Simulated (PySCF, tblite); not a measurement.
**C₅H₁₃NO₂Si: geometry, infrared bands and NMR shifts**

Aim: predict the infrared bands and NMR shifts of C₅H₁₃NO₂Si (`CNC(=O)CCC[SiH2]O`).

Computed with tblite 0.8.0 and PySCF 2.14.0, with density-fitted response routines of our own, on a single molecule in the gas phase. Atoms are numbered from 0 throughout.

**1. Starting geometry**

22 atoms, charge 0, multiplicity 1; geometry from: force field or distance geometry start.

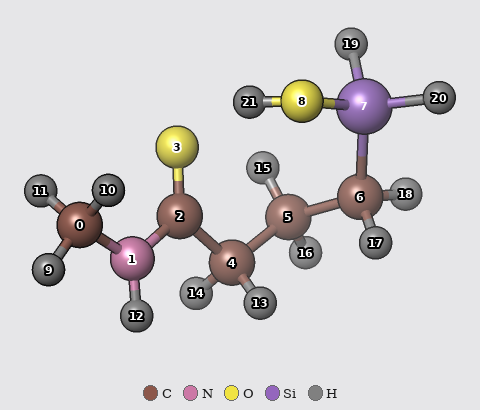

As it starts; carbon brown, nitrogen pink, oxygen yellow, silicon purple, hydrogen grey, atoms numbered.

**2. Geometry optimisation with GFN2-xTB**

The job: settings as JSON, then the geometry in Å.

```
{"job": {"kind": "relax", "xc": "GFN2-xTB", "basis": "xTB"}, "charge": 0, "multiplicity": 1}
C     -2.166700     2.594900     0.251100
N     -1.965500     1.219500     0.583700
C     -1.021300     0.448000    -0.072200
O     -0.343300     0.893300    -1.002500
C     -0.950400    -0.974000     0.447900
C      0.143900    -1.831300    -0.200300
C      1.530000    -1.696000     0.462500
Si     2.726200    -0.407500    -0.186800
O      2.162800     1.137100    -0.035300
H     -2.960800     3.001500     0.903400
H     -1.247500     3.151400     0.394500
H     -2.486000     2.665100    -0.793400
H     -2.503700     0.807700     1.356900
H     -0.839600    -0.955900     1.528700
H     -1.923200    -1.425700     0.219800
H      0.204100    -1.658300    -1.267000
H     -0.162500    -2.872700    -0.065500
H      1.411500    -1.566700     1.547400
H      2.042000    -2.658200     0.347900
H      2.989400    -0.670300    -1.618700
H      3.998800    -0.516000     0.547600
H      1.351400     1.333400    -0.558900
```

Run with:

```bash
> OMP_NUM_THREADS=1 python probes_run.py task.json out
```

One launch serves the whole session: the jobs run in the order shown.

The log of the run:

```text
step      E/eV     max force
  0    -821.07938    1.762
  1    -821.17237    1.086
  2    -821.18836    0.609
  3    -821.20030    0.278
  4    -821.20877    0.221
  5    -821.21478    0.239
  6    -821.22113    0.240
  7    -821.22572    0.162
  8    -821.22870    0.123
  9    -821.23104    0.125
 10    -821.23346    0.119
 11    -821.23563    0.105
 12    -821.23708    0.085
 13    -821.23790    0.063
 14    -821.23850    0.059
 15    -821.23909    0.050
 16    -821.23967    0.057
 17    -821.24019    0.041
 18    -821.24062    0.042
 19    -821.24100    0.045
 20    -821.24137    0.042
 21    -821.24175    0.045
 22    -821.24208    0.041
 23    -821.24234    0.030
 24    -821.24255    0.032
 25    -821.24277    0.036
 26    -821.24304    0.038
 27    -821.24333    0.040
 28    -821.24361    0.038
 29    -821.24386    0.044
 30    -821.24414    0.043
 31    -821.24444    0.042
 32    -821.24473    0.040
 33    -821.24499    0.040
 34    -821.24523    0.041
 35    -821.24548    0.038
 36    -821.24573    0.046
 37    -821.24596    0.047
 38    -821.24619    0.037
 39    -821.24645    0.049
 40    -821.24676    0.045
 41    -821.24707    0.034
 42    -821.24735    0.035
 43    -821.24763    0.045
 44    -821.24795    0.055
 45    -821.24837    0.058
 46    -821.24886    0.057
 47    -821.24937    0.057
 48    -821.24990    0.055
 49    -821.25048    0.054
 50    -821.25113    0.057
 51    -821.25184    0.061
 52    -821.25258    0.055
 53    -821.25336    0.061
 54    -821.25417    0.065
 55    -821.25496    0.063
 56    -821.25567    0.058
 57    -821.25585    0.116
 58    -821.25695    0.097
 59    -821.25780    0.102
 60    -821.26189    0.102
 61    -821.26344    0.118
 62    -821.26573    0.127
 63    -821.26671    0.122
 64    -821.26792    0.133
 65    -821.26927    0.083
 66    -821.27137    0.138
 67    -821.27260    0.115
 68    -821.27330    0.053
 69    -821.27391    0.050
 70    -821.27460    0.080
 71    -821.27530    0.084
 72    -821.27612    0.073
 73    -821.27699    0.074
 74    -821.27805    0.072
 75    -821.27872    0.073
 76    -821.27931    0.051
 77    -821.27979    0.059
 78    -821.28034    0.066
 79    -821.28096    0.090
 80    -821.28158    0.067
 81    -821.28215    0.049
 82    -821.28270    0.060
 83    -821.28350    0.085
 84    -821.28453    0.094
 85    -821.28596    0.096
 86    -821.28770    0.135
 87    -821.28995    0.159
 88    -821.29150    0.209
 89    -821.29392    0.121
 90    -821.29522    0.080
 91    -821.29658    0.086
 92    -821.29734    0.096
 93    -821.29912    0.103
 94    -821.30042    0.094
 95    -821.30085    0.147
 96    -821.30189    0.064
 97    -821.30262    0.055
 98    -821.30348    0.070
 99    -821.30397    0.060
100    -821.30457    0.052
101    -821.30530    0.050
102    -821.30583    0.041
103    -821.30628    0.044
104    -821.30668    0.040
105    -821.30712    0.048
106    -821.30758    0.044
107    -821.30799    0.041
108    -821.30828    0.045
109    -821.30852    0.038
110    -821.30877    0.036
111    -821.30911    0.037
112    -821.30946    0.043
113    -821.30976    0.045
114    -821.31000    0.041
115    -821.31019    0.032
116    -821.31037    0.028
117    -821.31056    0.030
118    -821.31074    0.032
119    -821.31088    0.031
120    -821.31100    0.028
121    -821.31112    0.026
122    -821.31126    0.027
123    -821.31142    0.029
124    -821.31158    0.030
125    -821.31175    0.028
126    -821.31195    0.035
127    -821.31224    0.046
128    -821.31264    0.047
129    -821.31306    0.039
130    -821.31340    0.034
131    -821.31365    0.034
132    -821.31388    0.032
133    -821.31412    0.035
134    -821.31434    0.034
135    -821.31451    0.030
136    -821.31466    0.025
137    -821.31483    0.030
138    -821.31502    0.033
139    -821.31521    0.031
140    -821.31538    0.034
141    -821.31554    0.033
142    -821.31572    0.032
143    -821.31596    0.043
144    -821.31627    0.055
145    -821.31662    0.045
146    -821.31694    0.043
147    -821.31725    0.041
148    -821.31756    0.040
149    -821.31794    0.043
150    -821.31840    0.045
151    -821.31898    0.054
152    -821.31961    0.071
153    -821.32024    0.075
154    -821.32075    0.062
155    -821.32124    0.053
156    -821.32161    0.050
157    -821.32210    0.041
158    -821.32258    0.052
159    -821.32299    0.054
160    -821.32335    0.045
161    -821.32375    0.042
162    -821.32421    0.039
163    -821.32470    0.054
164    -821.32520    0.067
165    -821.32584    0.051
166    -821.32651    0.049
167    -821.32730    0.040
168    -821.32765    0.050
169    -821.32817    0.048
170    -821.32861    0.036
171    -821.32893    0.028
172    -821.32912    0.034
173    -821.32926    0.026
174    -821.32939    0.022
175    -821.32954    0.022
176    -821.32965    0.027
177    -821.32978    0.030
178    -821.32991    0.025
179    -821.33004    0.018
180    -821.33013    0.016
181    -821.33019    0.015
182    -821.33023    0.013
183    -821.33025    0.011
184    -821.33029    0.010
185    -821.33033    0.013
186    -821.33036    0.014
187    -821.33039    0.010
188    -821.33041    0.012
189    -821.33043    0.012
190    -821.33045    0.009
```

It took 6 s on 1 thread of Intel Xeon at 2.50GHz, shared host; peak memory 0.18 GiB.

Relaxation path: (not every step is listed)

```csv
step,energy from step 0 (eV),largest force (eV/Å)
0,0.0000,1.7616
1,-0.0930,1.0862
2,-0.1090,0.6090
3,-0.1209,0.2781
4,-0.1294,0.2205
5,-0.1354,0.2387
6,-0.1418,0.2395
7,-0.1463,0.1618
8,-0.1493,0.1230
25,-0.1634,0.0358
42,-0.1680,0.0346
59,-0.1784,0.1024
76,-0.1999,0.0515
93,-0.2197,0.1034
110,-0.2294,0.0357
127,-0.2329,0.0464
144,-0.2369,0.0552
161,-0.2444,0.0417
178,-0.2505,0.0247
185,-0.2509,0.0129
186,-0.2510,0.0143
187,-0.2510,0.0098
188,-0.2510,0.0124
189,-0.2510,0.0117
190,-0.2511,0.0094
```

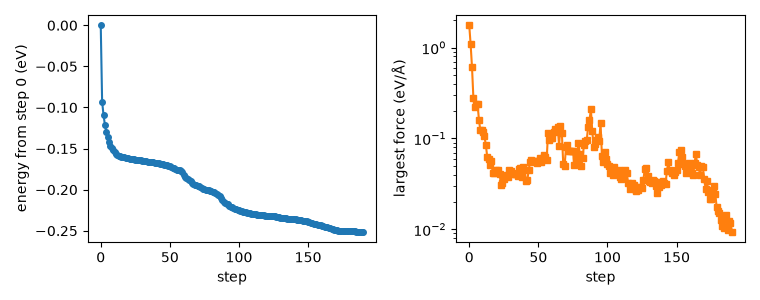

Energy and largest force along the relaxation.

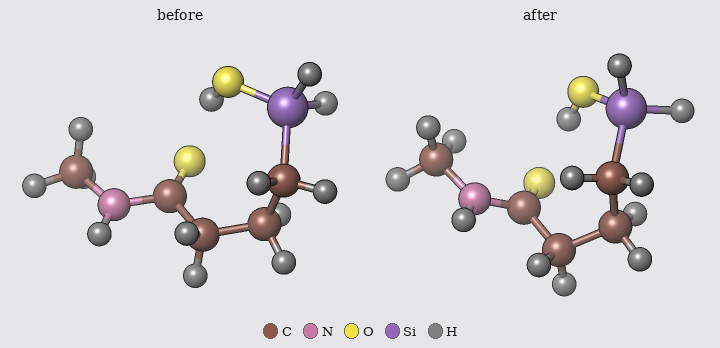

Before and after, at one scale.

Distances of close pairs at the start and the end, largest changes first:

```csv
bond,before (Å),after (Å),change (Å)
C6–Si7,1.874,1.913,+0.039
N1–C2,1.385,1.346,-0.039
Si7–O8,1.651,1.613,-0.038
N1–H12,1.028,1.007,-0.021
O8–H21,0.985,0.968,-0.017
C0–N1,1.429,1.443,+0.014
C0–H9,1.105,1.091,-0.014
Si7–H20,1.473,1.460,-0.013
```

The end geometry stands in the next job.

**3. Infrared spectrum with GFN2-xTB**

The job: settings as JSON, then the geometry in Å.

```
{"job": {"kind": "ir", "xc": "GFN2-xTB", "basis": "xTB"}, "charge": 0, "multiplicity": 1}
C     -1.592506     2.493348     0.627536
N     -1.566743     1.056954     0.767322
C     -1.179583     0.230858    -0.222271
O     -0.825991     0.647958    -1.314867
C     -1.200269    -1.242967     0.117835
C      0.160477    -1.888624    -0.169685
C      1.293392    -1.292902     0.681656
Si     2.498687    -0.165858    -0.286199
O      1.796459     1.140032    -0.920551
H     -2.599044     2.877104     0.802529
H     -0.900498     2.960611     1.330007
H     -1.286096     2.731559    -0.389252
H     -1.844834     0.675983     1.657516
H     -1.476299    -1.394551     1.163527
H     -1.957988    -1.716570    -0.512216
H      0.375937    -1.766138    -1.232751
H      0.069763    -2.960514     0.021211
H      0.864232    -0.747877     1.524814
H      1.869260    -2.105907     1.124041
H      3.106493    -0.998852    -1.330083
H      3.484883     0.394390     0.633509
H      0.899858     1.091348    -1.282715
```

The log of the run:

```text
mode    cm-1     km/mol
  1     -13.3      5.09
  2      41.7      1.10
  3      88.3      1.80
  4     107.0      0.89
  5     141.6      2.64
  6     157.1     15.94
  7     185.0      1.77
  8     235.8     12.62
  9     277.7      7.95
 10     297.8      0.61
 11     379.9     10.52
 12     422.2     12.93
 13     486.1    111.16
 14     519.7    110.70
 15     560.7     98.24
 16     595.7     21.86
 17     642.5     18.47
 18     650.1     16.24
 19     679.6     18.62
 20     741.2    141.14
 21     770.6    116.50
 22     789.8    196.78
 23     862.8      4.13
 24     892.0     11.97
 25     931.9    409.39
 26     945.7     78.96
 27     979.7     26.66
 28    1024.8      3.47
 29    1086.1     22.49
 30    1096.7     75.89
 31    1108.0      3.07
 32    1117.1     18.15
 33    1149.7     10.92
 34    1182.2      8.74
 35    1214.5     18.28
 36    1226.9     17.86
 37    1293.0      6.78
 38    1325.6      8.75
 39    1343.4      3.97
 40    1394.3      7.13
 41    1435.8    176.19
 42    1459.1      4.56
 43    1460.9     11.24
 44    1480.4     40.07
 45    1491.7      5.02
 46    1505.2      1.72
 47    1702.6    435.47
 48    2217.2    376.84
 49    2283.7    297.37
 50    2955.3     14.57
 51    2961.2     17.12
 52    2966.0     55.76
 53    2972.7     41.85
 54    2977.6     31.02
 55    2987.3     66.66
 56    2992.0     37.05
 57    2999.4     52.85
 58    3040.3      2.91
 59    3355.6    388.36
 60    3457.2      4.68
```

It took 3.2 s on 1 thread of Intel Xeon at 2.50GHz, shared host; peak memory 0.18 GiB.

Which atoms move in the most intense modes:

```csv
cm⁻¹,km/mol,atoms
741,141.1,"C6 23 %, H20 17 %, Si7 17 %, H17 14 %"
790,196.8,"H20 42 %, H19 36 %"
932,409.4,"H21 66 %, O8 20 %"
1436,176.2,"N1 33 %, C2 21 %, H12 16 %"
1703,435.5,"C2 65 %, O3 31 %"
2217,376.8,H19 95 %
2284,297.4,H20 95 %
3356,388.4,H21 94 %
```

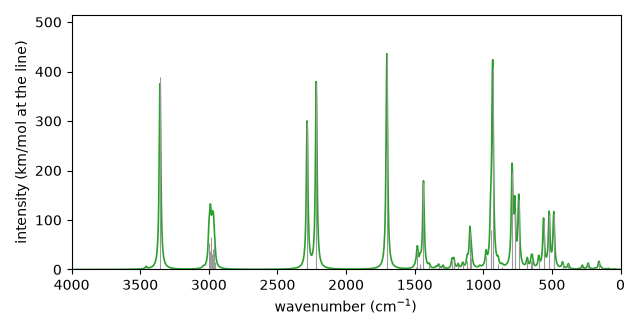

The infrared spectrum from these modes, unscaled. Lines are broadened to a width of 14 cm⁻¹ (Lorentzian).

**4. Nuclear shieldings: PBE0/pcSseg-1**

Settings changed since step 3:

```diff
@@ -1,2 +1,2 @@
-{"job": {"kind": "ir", "xc": "GFN2-xTB", "basis": "xTB"}, "charge": 0, "multiplicity": 1}
+{"job": {"kind": "nmr", "xc": "PBE0", "basis": "pcSseg-1"}, "charge": 0, "multiplicity": 1}
 C     -1.592506     2.493348     0.627536
```

Level: GIAO PBE0/pcSseg-1 NMR shielding, non-relativistic, gas phase.

The log of the run:

```text
coarse grid: 18352 points
cycle   1  E = -692.1886204647  dE =  1.187e+00  |g| = 1.064e+00  |ddm| = 4.082e+00
cycle   2  E = -691.6569495393  dE =  5.317e-01  |g| = 1.964e+00  |ddm| = 2.707e+00
cycle   3  E = -692.3895991489  dE = -7.326e-01  |g| = 2.800e-01  |ddm| = 2.054e+00
cycle   4  E = -692.4040786583  dE = -1.448e-02  |g| = 1.066e-01  |ddm| = 2.803e-01
cycle   5  E = -692.4060252540  dE = -1.947e-03  |g| = 3.003e-02  |ddm| = 9.331e-02
cycle   6  E = -692.4062064168  dE = -1.812e-04  |g| = 7.562e-03  |ddm| = 2.927e-02
cycle   7  E = -692.4062190414  dE = -1.262e-05  |g| = 1.443e-03  |ddm| = 7.720e-03
cycle   8  E = -692.4062194800  dE = -4.385e-07  |g| = 4.487e-04  |ddm| = 1.654e-03
final grid: 171216 points
cycle   9  E = -692.4782594106  dE = -5.112e-05  |g| = 1.278e-02  |ddm| = 3.805e-02
cycle  10  E = -692.4781975227  dE =  6.189e-05  |g| = 2.202e-02  |ddm| = 2.569e-02
cycle  11  E = -692.4782915703  dE = -9.405e-05  |g| = 2.765e-03  |ddm| = 1.758e-02
cycle  12  E = -692.4782931037  dE = -1.533e-06  |g| = 4.478e-04  |ddm| = 2.349e-03
cycle  13  E = -692.4782931359  dE = -3.223e-08  |g| = 1.921e-04  |ddm| = 4.975e-04
cycle  14  E = -692.4782931428  dE = -6.916e-09  |g| = 4.352e-05  |ddm| = 1.710e-04
cycle  15  E = -692.4782931432  dE = -3.633e-10  |g| = 1.208e-05  |ddm| = 4.543e-05
converged SCF energy = -692.4782931432

GIAO shielding tensors (ppm)
atom      isotropic    diamagn.    paramagn.     s11        s22        s33       span
  0 C      159.887     244.015     -84.127    131.365    161.218    187.080     55.715
  1 N      130.515     330.334    -199.819     25.628    152.717    213.201    187.573
  2 C        8.088     252.282    -244.193    -72.040     -2.363     98.668    170.708
  3 O      -21.838     405.571    -427.409   -306.673   -150.067    391.225    697.897
  4 C      142.666     252.298    -109.632    133.347    139.221    155.431     22.084
  5 C      164.306     248.600     -84.295    154.590    165.168    173.159     18.569
  6 C      170.492     255.218     -84.726    158.172    165.157    188.146     29.973
  7 Si     373.700     879.877    -506.177    339.044    361.790    420.266     81.222
  8 O      312.570     394.597     -82.027    279.189    299.176    359.345     80.155
  9 H       29.226      26.433       2.793     23.581     27.072     37.025     13.444
 10 H       29.100      29.137      -0.037     23.896     27.518     35.885     11.989
 11 H       27.236      29.353      -2.117     22.952     28.244     30.512      7.560
 12 H       26.605      36.170      -9.565     20.352     28.407     31.055     10.704
 13 H       30.176      34.006      -3.829     26.238     30.419     33.873      7.635
 14 H       29.212      30.435      -1.223     25.365     27.056     35.215      9.851
 15 H       29.612      32.757      -3.145     26.708     27.850     34.277      7.569
 16 H       29.877      31.065      -1.188     24.177     28.252     37.203     13.026
 17 H       31.583      35.281      -3.698     27.332     31.660     35.759      8.427
 18 H       31.021      31.100      -0.079     25.899     28.765     38.398     12.499
 19 H       26.768      28.885      -2.117     22.831     24.978     32.494      9.663
 20 H       26.962      29.087      -2.125     23.328     24.914     32.646      9.318
 21 H       27.626      33.650      -6.024     15.720     20.908     46.250     30.530
```

Run time: 2.8 min. Hardware: 1 thread of Intel Xeon at 2.50GHz, shared host; peak memory 1.1 GiB.

The references, computed at this level on geometries of the same kind, shield at (ppm): ¹H TMS 31.72, ¹³C TMS 186.9, ²⁹Si TMS 349.2, ¹⁵N NH3 267.7, ¹⁷O H2O 336.1. Their shielding less the atom's gives the shift. The references are single molecules in the gas phase, so shifts against H2O, NH3, PH3, H3PO4 or CFCl3 are not on the usual liquid scales and can be off by tens of ppm. Atoms listed in one row are averaged.

```csv
atoms,environment,σ (ppm),δ (ppm),δ scaled to CDCl3
C2,amide carbonyl carbon,8.1,178.8,172.6
C4,sp3 CH2 α to a carbonyl,142.7,44.3,41.3
C0,methyl carbon bonded to N,159.9,27.0,24.5
C5,sp3 CH2,164.3,22.6,20.2
C6,sp3 CH2 bonded to Si,170.5,16.4,14.1
H12,hydrogen on an amide-type nitrogen,26.60,5.11,–
"H19, H20","hydrogen on a silicon bonded to C, O",26.87,4.85,–
H21,hydrogen on an oxygen bonded to Si,27.63,4.09,–
"H9, H10, H11",hydrogen on a methyl carbon bonded to N,28.52,3.20,3.12
"H13, H14",hydrogen on an sp3 CH2 α to a carbonyl,29.69,2.02,2.01
"H15, H16",hydrogen on an sp3 CH2,29.74,1.97,1.96
"H17, H18",hydrogen on an sp3 CH2 bonded to Si,31.30,0.41,0.50
N1,amide-type nitrogen,130.5,137.2,–
O3,amide-type carbonyl oxygen,-21.8,357.9,–
O8,"oxygen bonded to Si, H",312.6,23.5,–
Si7,"silicon bonded to C, O, 2 H",373.7,-24.5,–
```

The scaled column applies a straight-line fit of computed shieldings to shifts measured in CDCl3 (root-mean-square error 0.16 ppm for H, 1.9 ppm for C).

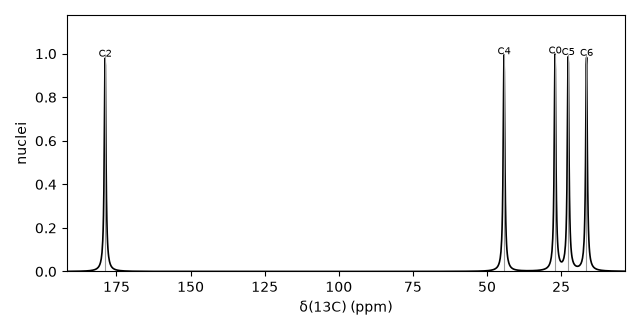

¹³C lines at the computed shifts, without couplings. Lines are broadened to a width of 0.65 ppm (Lorentzian).

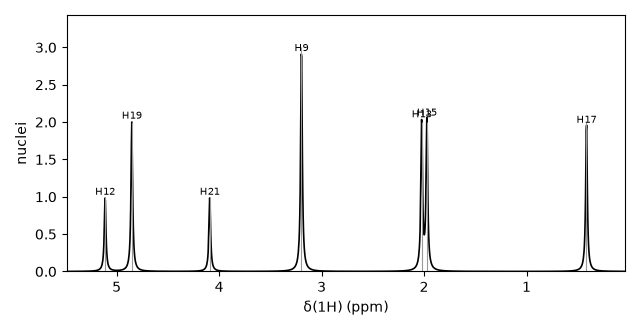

¹H lines at the computed shifts, without couplings. Lines are broadened to a width of 0.02 ppm (Lorentzian).

The run also stored atomic charges by several schemes (e):

```csv
atoms,Mulliken,IAO,Hirshfeld,ESP fit
C0,-0.09,-0.32,-0.06,-0.17
N1,-0.51,-0.32,-0.09,-0.39
C2,0.44,0.44,0.19,0.58
O3,-0.51,-0.52,-0.25,-0.52
C4,-0.21,-0.30,-0.07,-0.52
C5,-0.24,-0.24,-0.06,0.28
C6,-0.56,-0.58,-0.17,-0.57
Si7,0.88,1.02,0.38,0.72
O8,-0.58,-0.81,-0.33,-0.68
```

ESP fit charges:

C0 -0.17; N1 -0.39; C2 0.58; O3 -0.52; C4 -0.52; C5 0.28; C6 -0.57; Si7 0.72; O8 -0.68; H9 0.10; H10 0.11; H11 0.12; H12 0.30; H13 0.13; H14 0.16; H15 -0.01; H16 0.01; H17 0.13; H18 0.13; H19 -0.16; H20 -0.15; H21 0.41

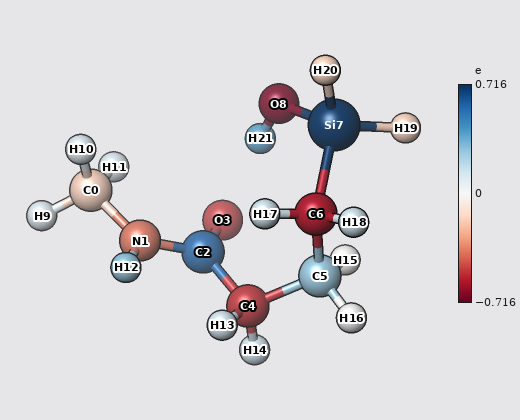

ESP fit charges, as colours on the atoms.

Mayer bond orders: C0–N1 0.93, N1–C2 1.18, C2–O3 1.77, C2–C4 0.96, C4–C5 1.05, C5–C6 0.99, C6–Si7 0.86, Si7–O8 1.08.

Orbitals, density, ELF and potential are computed afterwards from the orbital file.

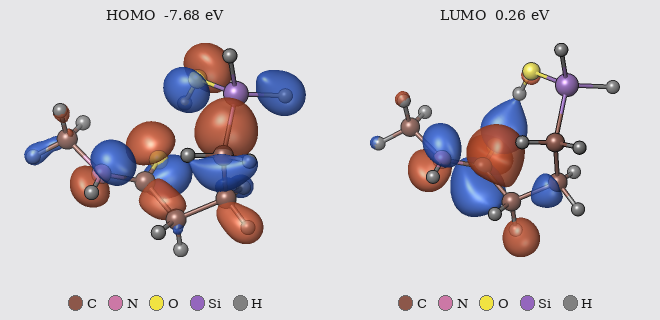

Frontier orbitals at PBE0/pcSseg-1; each surface holds 70 % of the orbital's density, blue and red mark the sign.

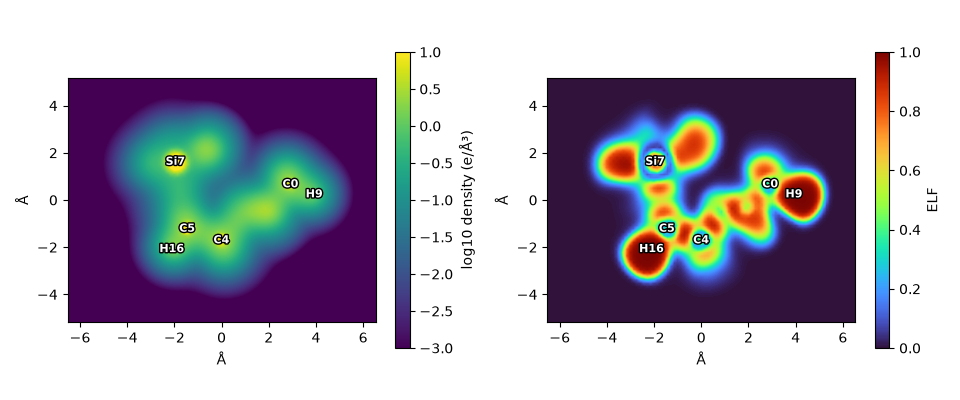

Density (left) and ELF (right) in a plane through or near 6 of the atoms.

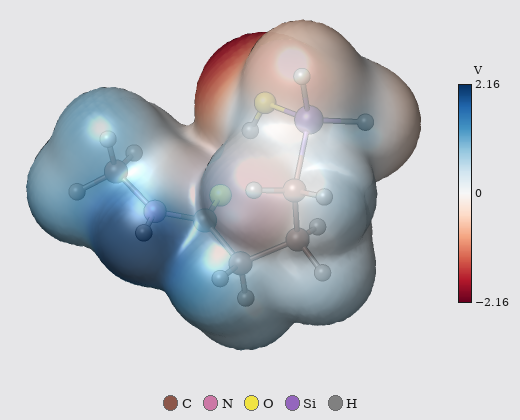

The potential that a unit positive charge feels on the 0.002 e/bohr³ surface, from -1.83 V near O8 to 2.16 V near H12.

**5. Outcome**

| quantity | value |
| --- | --- |
| strongest single infrared mode (GFN2-xTB) | 1703 cm⁻¹, 435 km/mol |
| zero-point energy (GFN2-xTB) | 111.0 kcal/mol |
| ¹³C shifts against TMS (PBE0/pcSseg-1) | 178.8, 44.3, 27.0, 22.6, 16.4 ppm |
| ¹H shifts against TMS (PBE0/pcSseg-1, means over atoms taken as alike) | 5.11, 4.85, 4.09, 3.20, 2.02, 1.97, 0.41 ppm |
| ¹⁵N shifts against NH3 (PBE0/pcSseg-1) | 137.2 ppm |
| ¹⁷O shifts against H2O (PBE0/pcSseg-1) | 357.9, 23.5 ppm |
| ²⁹Si shifts against TMS (PBE0/pcSseg-1) | -24.5 ppm |
| surface potential, least and greatest | -1.83 V and 2.16 V |

In words: Relaxing lowered the energy by 0.251 eV in 190 steps; the close pair that moved most is C6–Si7, from 1.874 to 1.913 Å. The lowest mode is slightly imaginary (13i cm⁻¹), a soft motion within the noise of the Hessian, so the minimum is not strictly shown. The strongest single mode, at 1703 cm⁻¹, moves mainly C2. GFN2-xTB is a fitted tight-binding method: band positions and strengths are rough. Its intensities can rank the bands wrongly. The most deshielded carbon is C2 (amide carbonyl carbon), at 178.8 ppm: it is a carbonyl in resonance with an O or N lone pair, the region of acids, esters and amides. At PBE0/pcSseg-1: The largest span, 698 ppm, is at O3, where the paramagnetic term is -427 ppm.
